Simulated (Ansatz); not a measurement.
# VSi2N4 monolayer in a perpendicular field, part 2 of 3

What dipole does a perpendicular field induce in the VSi2N4 monolayer, and does the gap follow? A positive field points along +c.

Ansatz 0.2.0; plane-wave DFT, PBE-D3(BJ), Ansatz PAW.

So far. Step 2 (Relaxation): The lattice constant a goes from 2.920 to 2.866 Å.

## 3. Atoms held, field 0

A sawtooth potential applies the field, turning back in the middle of the vacuum. With the dipole correction the typed value is the field outside the slab. The induced dipole is small, so the SCF threshold is tight.

The cell differs from the one that the last finished run ended in (c 44.631 → 24.899 Å).

File input.yaml:

```yaml
crystal:
  lattice:
    - [2.8662242255, 0.0, 0.0]
    - [-1.4331121128, 2.4822229922, 0.0]
    - [0.0, 0.0, 24.8989233898]
  atoms:
    - { symbol: "N", position: [0.0, 0.0, 0.3614614118] }
    - { symbol: Si, position: [0.3333333333, 0.6666666667, 0.3830028658] }
    - { symbol: "N", position: [0.3333333333, 0.6666666667, 0.4533164002], spin: -0.04 }
    - { symbol: V, position: [0.0, 0.0, 0.5], spin: 0.72 }
    - { symbol: "N", position: [0.3333333333, 0.6666666667, 0.5466835998], spin: -0.04 }
    - { symbol: Si, position: [0.3333333333, 0.6666666667, 0.6169971342] }
    - { symbol: "N", position: [0.0, 0.0, 0.6385385882] }
magnetization:
  spin_polarized: true
kpoints:
  mp_grid: { grid: [18, 18, 1] }
  band_path:
    path: [[0, 0, 0], [0.5, 0, 0], [0.33333333, 0.33333333, 0], [0, 0, 0]]
    npoints: 16
hamiltonian:
  xc: pbe
  dispersion: d3bj
scf:
  occupations: { method: fermi_dirac, width: 0.02585 }
  convergence: { dr2_threshold: 1.0e-10 }
efield:
  axis: 3
  dipole_correction: true
  ramp_position: 0.97
  ramp_width: 0.06
  amplitude: 0
output:
  dos: { projected: true, e_range: [-6, 5] }
  write_potential: true
  write_density: true
  volumetric_format: npy
  elf: true
```

On the command line:

```
$ ansatz run input.yaml --threads 2 --pin off --max-ram 3072MiB --backend cpu --events-out ev --progress --plain --runs-dir out
```

Numbers of over 12 decimals in the logs are rounded to 6 here.

The log of the run:

```text
[...]
Crystal: 7 atoms, lattice volume = 177.146 Å³
Basis set: ecut = 420 eV, 3479 PW (Γ)
Bands: 28, of which v1, the nominal top of the filled ones, is band 21 counted from 1 (20 counted from 0)
Symmetry: 6 space group operations
k-points: 37 of 324 (time reversal used)
[...]
Starting moments: Σ|m| = 0.8 μB on 3 of 7 sites
[...]
SCF iter   1: F=—  HF=-5720.825358 eV  |F-HF|=—  |Δ(HF+E_count)|=         —  Δρ=5.40e-2 (↑5.40e-2 ↓4.87e-2)  dr2=1.93e1  dr2_m=1.60e-1  M=0.245 μB ∫|m|=0.277 μB  β_m=0.49  ethr=3.10e-3  p=0.000 e·Å  D=1.39e-13 V/Å  ΔV_dip=-0.00 eV  dr2_dipole=1.24e-8  V_vac-E_F(+/−)=7.06/7.06 eV  ⟨swp⟩=10.8  Hψ=13719  notcnv=0
[...]
efield: sawtooth ramp at fractional position 0.9700 (set: `efield.ramp_position`, or a place that a band, a saddle search or an elastic batch's reference lends), width 0.0600; the density the first Hamiltonian is built on has a dipole p = 0.000 e·Å; the dipole correction subtracts the counter field D = 1.39e-13 V/Å, which shifts the + side's vacuum level by -0.00 eV against the − side's; the planar-averaged density in the ramp window peaks in size at 1.4e-6 e/Å³
[...]
SCF iter   2: F=—  HF=-5723.542096 eV  |F-HF|=—  |Δ(HF+E_count)|=    2.72e0  Δρ=2.27e-2 (↑2.27e-2 ↓2.03e-2)  dr2=3.33e0  dr2_m=1.85e-2  M=0.351 μB ∫|m|=0.381 μB  β_m=0.39  ethr=3.10e-3  p=-0.000 e·Å  D=-9.00e-6 V/Å  ΔV_dip=0.00 eV  dr2_dipole=1.20e-9  V_vac-E_F(+/−)=5.82/5.82 eV  ⟨swp⟩=3.7  Hψ=5897  notcnv=0  defer=110
density mixer auto → msr1: a metal under ldos (density of states about μ 0.64 of a free-electron gas's, 16 screened modes)
SCF iter   3: F=—  HF=-5727.629267 eV  |F-HF|=—  |Δ(HF+E_count)|=    4.09e0  Δρ=1.29e-2 (↑9.53e-3 ↓1.29e-2)  dr2=4.56e-1  dr2_m=7.59e-2  M=0.706 μB ∫|m|=0.763 μB  β_m=0.54  ethr=3.10e-3  p=-0.000 e·Å  D=-7.32e-6 V/Å  ΔV_dip=0.00 eV  dr2_dipole=7.88e-10  V_vac-E_F(+/−)=5.10/5.10 eV  ⟨swp⟩=3.2  Hψ=4378  notcnv=0  defer=110
[...]
SCF iter  15: F=-5728.249151 eV  HF=-5728.249151 eV  |F-HF|=5.55e-11  |Δ(HF+E_count)|=  3.09e-10  Δρ=1.22e-7 (↑1.22e-7 ↓1.12e-7)  dr2=7.45e-11  dr2_m=8.60e-12  M=0.996 μB ∫|m|=1.179 μB  ethr=1.00e-12  p=-0.000 e·Å  D=-8.44e-8 V/Å  ΔV_dip=0.00 eV  dr2_dipole=9.71e-13  V_vac-E_F(+/−)=5.48/5.48 eV  ⟨swp⟩=12.1  Hψ=10705  notcnv=0
SCF 1 converged in 15 iterations: F = -5728.249151 eV  dr2 = 7.45e-11
[...]
NSCF: frozen V_eff on 49 k-points
efield: sawtooth ramp at fractional position 0.9700 (kept from the solve that this one continues, or follows in the run), width 0.0600; the density the first Hamiltonian is built on has a dipole p = -0.000 e·Å; the dipole correction subtracts the counter field D = -8.44e-8 V/Å, which shifts the + side's vacuum level by +0.00 eV against the − side's; the planar-averaged density in the ramp window peaks in size at 9.7e-7 e/Å³
SCF converged after 15 iterations
Magnetization: 0.9959 μB (20.9979 up, 20.0021 down)
Absolute magnetization: 1.1793 μB (∫|ρ↑−ρ↓|, with the PAW one-centre terms)
[...]
Per-site moments (μB) at R_I (Å): [(0.00302344, 0.717572), (0.00298568, 0.717572), (-0.036998, 0.722177), (0.741863, 0.834181), (-0.036998, 0.722177), (0.00298567, 0.717572), (0.00302342, 0.717572)]
Free energy (F): -5728.249151 eV
[...]
Internal energy: -5728.248639 eV  (E = F + TS)
E sigma→0 (E₀):  -5728.248895 eV
Entropy (-TS):   -0.000512 eV (-0.073 meV/atom)
Fermi energy:    0.970989 eV
Dipole field:    D = -0.000001 V/Å  (p = -0.000001 e·Å, saw-weighted, corrected)
Work function:   Φ+ = 5.4759 eV   Φ− = 5.4759 eV
Levels:          The Fermi level and band energies are counted from a zero that moves with the ramp; work functions are not
[...]
--- Band table (eV; the first three rows and the last of 74) ---
  k-point 0 ↑: bands = [... 17 lower, -0.9854, -0.9699, -0.9699, 0.9345, 3.4630, 3.4630, 3.5378, 3.5378, ... 3 higher]
  k-point 1 ↑: bands = [... 17 lower, -1.1476, -1.0287, -0.8321, 0.9056, 3.4118, 3.4516, 3.5044, 3.5260, ... 3 higher]
  k-point 2 ↑: bands = [... 17 lower, -1.3429, -1.1895, -0.7798, 0.7863, 3.2910, 3.3398, 3.4080, 3.6957, ... 3 higher]
  k-point 36 ↓: bands = [... 17 lower, -2.7545, -1.0903, -0.4772, 1.4022, 3.0470, 3.9373, 4.2687, 4.8691, ... 3 higher]
```

Elapsed: 29 s, on 2 threads of Intel Xeon Platinum 8488C (Sapphire Rapids), shared host; peak memory 0.73 GiB; 58 s of CPU time.

Numbers from this step:

```yaml
energy_at_zero_smearing: -5728.2489 eV
total_moment: 0.9959 μB
site_moments: 0.003023, 0.002986, -0.03700, 0.7419, -0.03700, 0.002986, 0.003023 μB
dipole_along_the_normal: -1.46e-6 e·Å
gap_along_the_path: 0.1502 eV
ionisation_energy_upper_face: 5.512 eV
electron_affinity_upper_face: 5.362 eV
gap_the_smaller_of_path_and_mesh: 0.1502 eV
```

Running mean over a fixed 2.6 Å (it still follows the layers) of the planar mean; the ramp of the sawtooth is left out. Electron's electrostatic potential energy less the Fermi level against z:

```
z (Å)  electron's electrostatic potential energy less the Fermi level (eV)
    4                                                                 5.48
    5                                                                 5.48
    6                                                                 5.46
    7                                                                 5.02
    8                                                                -1.47
    9                                                                -8.62
   10                                                                -10.4
   11                                                                -7.44
   12                                                                -9.11
   13                                                                -8.79
   14                                                                -7.63
   15                                                                -10.3
   16                                                                -8.27
   17                                                               -0.445
   18                                                                 5.16
   19                                                                 5.46
   20                                                                 5.48
   21                                                                 5.48
```

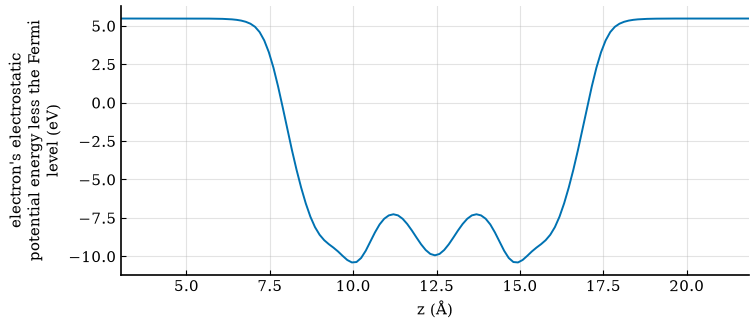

Electron's electrostatic potential energy less the Fermi level against z.

The density of states has structure finer than the step of the table below, so its rows give means over 0.5 eV, whole bins alone (the curve runs from -6 to 2.11 eV). Peaks (eV: height): total -5.53: 10.7, -5.23: 11.4, -3.19: 6.69, -3.08: 6.41, -2.28: 7.48, -2.14: 10.3, 0.15: 8.93; up -5.53: 6.64, -5.26: 6.18, -3.19: 4.13, -2.28: 4.05, -2.17: 4.98, -0.98: 5.72, 1.88: 4.01; down -5.75: 2.78, -5.50: 5.82, -5.23: 6.38, -3.08: 3.55, -2.22: 3.73, -2.14: 7.10, 0.15: 8.93.

The density of states by energy, zero at the Fermi level of the run, which the smearing sets inside the gap; means over each step; values in states/eV a cell:

```
energy (eV)  total      up   down
       -5.5   4.63    2.49   2.14
       -5.0   4.55    2.06   2.49
       -4.5   2.68    1.40   1.28
       -4.0   2.69    1.31   1.38
       -3.5   3.31    1.79   1.52
       -3.0   4.59    2.23   2.36
       -2.5   4.58    2.29   2.29
       -2.0   5.05    2.34   2.70
       -1.5  0.641   0.299  0.342
       -1.0   1.34    1.34      0
       -0.5  0.570   0.570      0
        0.0   1.54   0.115   1.43
        0.5  0.689  0.0317  0.658
        1.0  0.573   0.354  0.219
        1.5   1.13    1.13      0
```

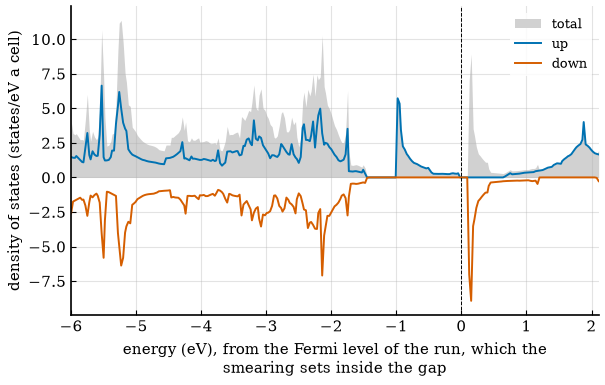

Density of states, plotted against energy. Down spins are drawn negative.

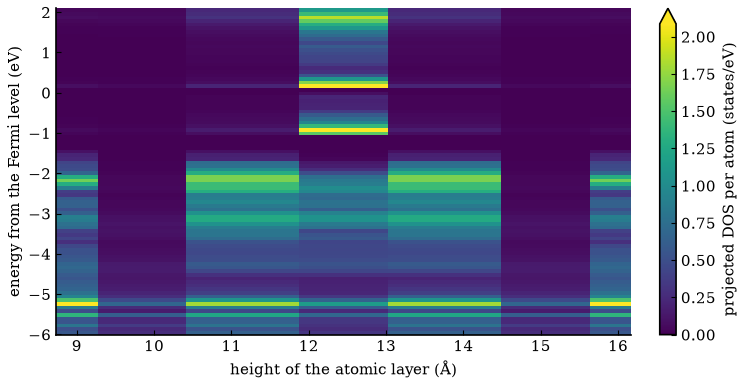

Projected DOS per atom over height of the atomic layer and energy from the Fermi level. Layers: N Si N V N Si N from below.

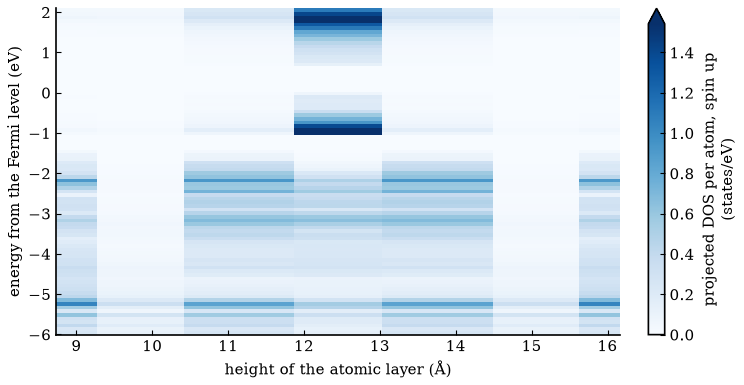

Projected DOS per atom, spin up over height of the atomic layer and energy from the Fermi level. Layers: N Si N V N Si N from below.

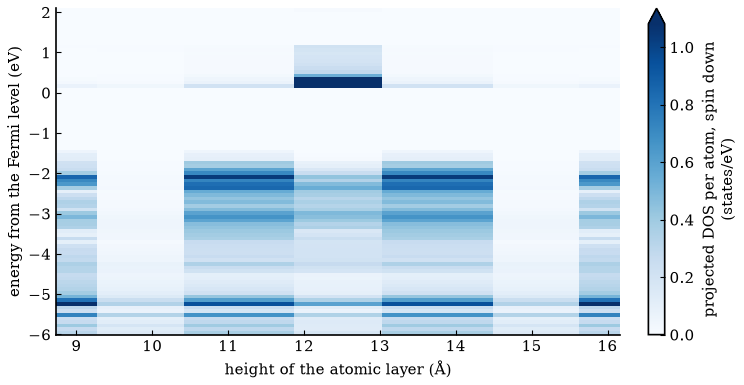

Projected DOS per atom, spin down over height of the atomic layer and energy from the Fermi level. Layers: N Si N V N Si N from below.

Deep bands are left out, so band numbers here count from the lowest band kept and differ from the log's. Electronic bands along the path, in eV, zero at the Fermi level of the run, which the smearing sets inside the gap; # counts the bands kept:

```
point  up #12  up #13  up #14  up #15  down #10  down #11  down #12  down #13
    Γ   -1.94   -0.04    2.49    2.49     -1.96     -1.81     -1.81      1.20
    M   -1.88   -0.95    1.49    1.53     -2.52     -2.39     -1.85      0.12
    K   -1.46   -0.45    0.65    2.46     -3.73     -2.06     -1.45      0.43
    Γ   -1.94   -0.04    2.49    2.49     -1.96     -1.81     -1.81      1.20
```

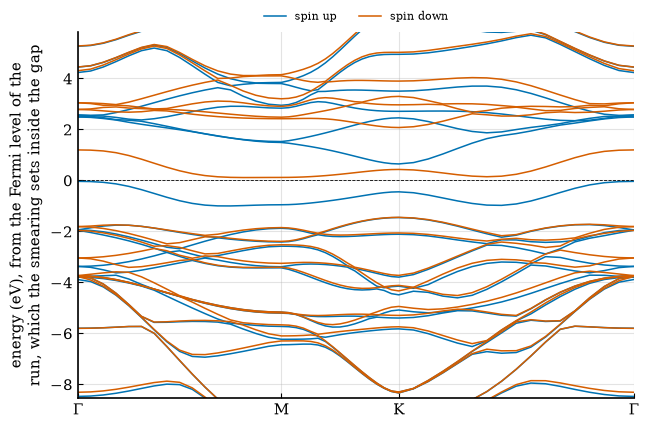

Electronic bands along the path; the two colours are the two spins.

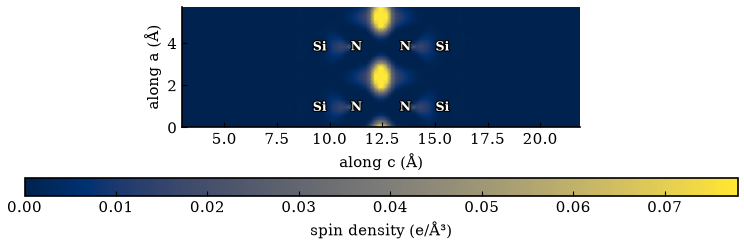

Spin density in the ca plane at fractional y = 0.667, with atoms of Si and N within 0.2 Å of it. The far vacuum is left out of the map.

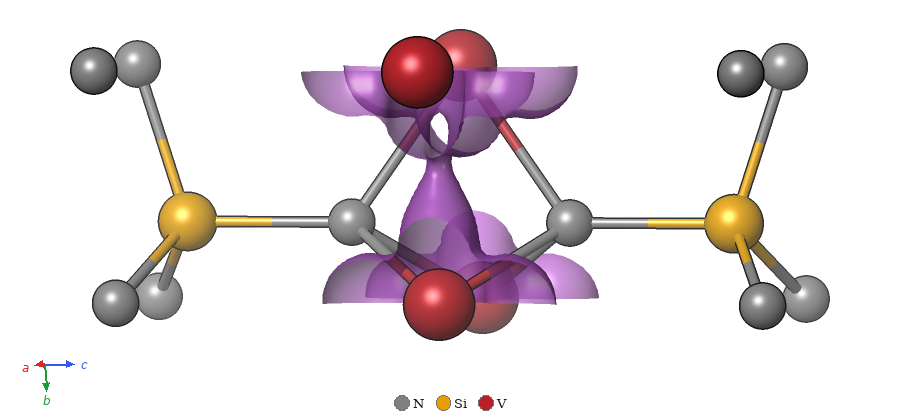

Surface of spin density = 0.056 e/Å³, which holds about 70 % of the integral of its size. Bonds to atoms that aren't drawn are left out.

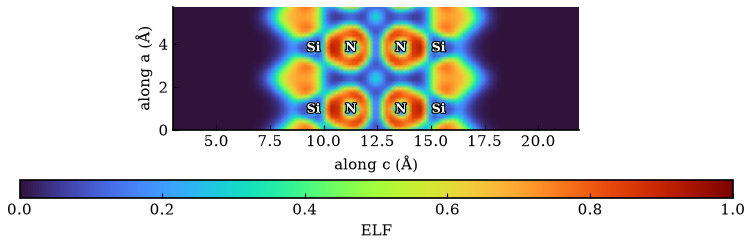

ELF in the ca plane at fractional y = 0.667, with atoms of Si and N within 0.2 Å of it. It is the smooth field of the valence electrons, not physical close to the nuclei. The far vacuum is left out of the map.

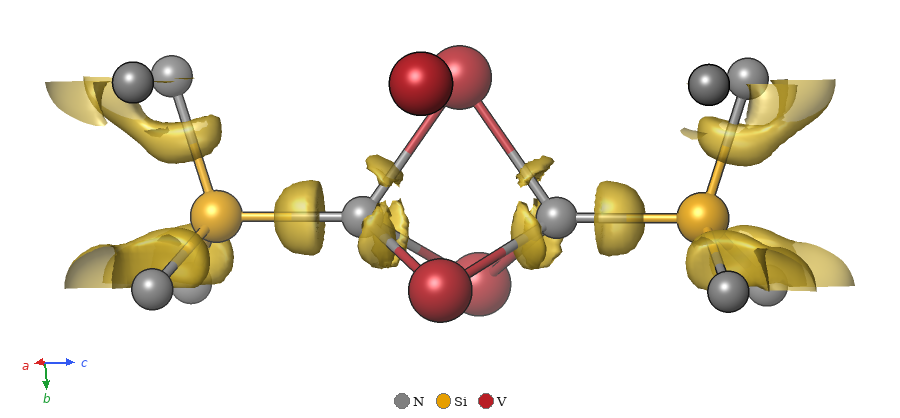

Surface of ELF = 0.83. Bonds to atoms that aren't drawn are left out.

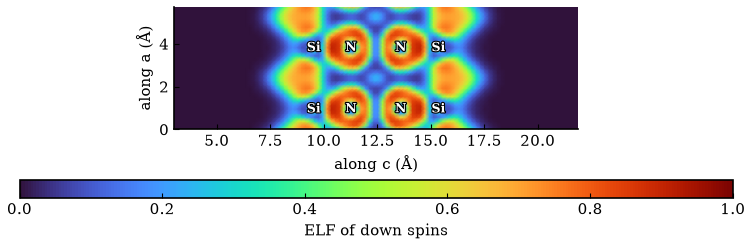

ELF of down spins in the ca plane at fractional y = 0.667, with atoms of Si and N within 0.2 Å of it. It is the smooth field of the valence electrons, not physical close to the nuclei. The far vacuum is left out of the map.

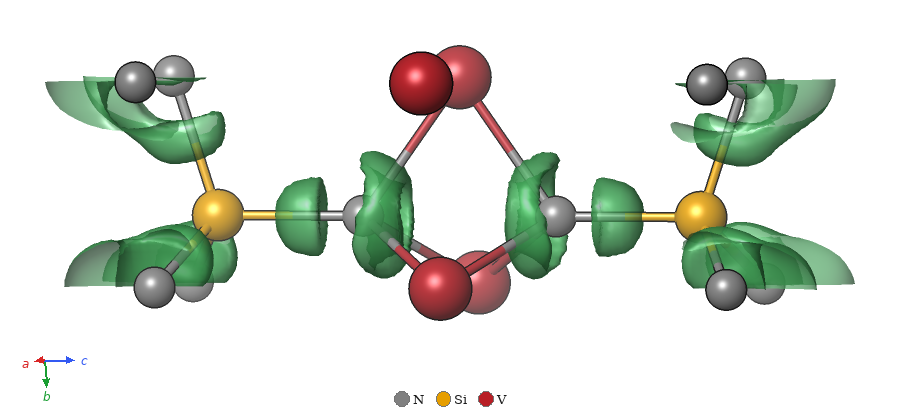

Surface of ELF of down spins = 0.82. Bonds to atoms that aren't drawn are left out.

The gap is 0.15 eV, with the valence edge 5.51 eV and the conduction edge 5.36 eV under the upper vacuum level.

## 4. Atoms held, field 0.1 V/Å

Edit input.yaml of step 3 so:

```diff
@@ -31,5 +31,4 @@
   ramp_width: 0.06
-  amplitude: 0
+  amplitude: 0.1
 output:
-  dos: { projected: true, e_range: [-6, 5] }
   write_potential: true
@@ -37,2 +36 @@
   volumetric_format: npy
-  elf: true
```

The log of the run:

```text
[...]
Crystal: 7 atoms, lattice volume = 177.146 Å³
Basis set: ecut = 420 eV, 3479 PW (Γ)
Bands: 28, of which v1, the nominal top of the filled ones, is band 21 counted from 1 (20 counted from 0)
Symmetry: 6 space group operations
k-points: 37 of 324 (time reversal used)
[...]
Starting moments: Σ|m| = 0.8 μB on 3 of 7 sites
[...]
k-point 1 ↑: bands = [... 17 lower, -1.1476, -1.0289, -0.8322, 0.9054, 3.4109, 3.4520, 3.5036, 3.5264, ... 3 higher]
  k-point 2 ↑: bands = [... 17 lower, -1.3428, -1.1897, -0.7799, 0.7861, 3.2898, 3.3404, 3.4077, 3.6956, ... 3 higher]
  k-point 36 ↓: bands = [... 17 lower, -2.7547, -1.0920, -0.4756, 1.4020, 3.0468, 3.9369, 4.2685, 4.8689, ... 3 higher]
[key lines of the parts left out:]
SCF converged after 16 iterations
Magnetization: 0.9959 μB (20.9979 up, 20.0021 down)
Free energy (F): -5728.250689 eV
Fermi energy:    0.970812 eV
Dipole field:    D = 0.031434 V/Å  (p = 0.030773 e·Å, saw-weighted, corrected)
```

The job ended after 34 s (2 threads; peak memory 0.74 GiB).

The dipole is 0.0308 e·Å, and the gap 0.150 eV.

[end of part 2 of 3]

[Logs are printed without paths, hosts, clocks, repeated set-up lines and the standing remarks that a program may print on its own settings, such as how far it seeks lower states.]

[Hosts, paths, dates, database ids (printed as entryN), source tags and the programs' standing remarks are cut or masked in the printed files.]

[Maps of the electrostatic potential energy from Ansatz leave out the sawtooth potential of an applied field or a dipole correction, so their vacuum need not be flat; planar profiles and work functions include it.]
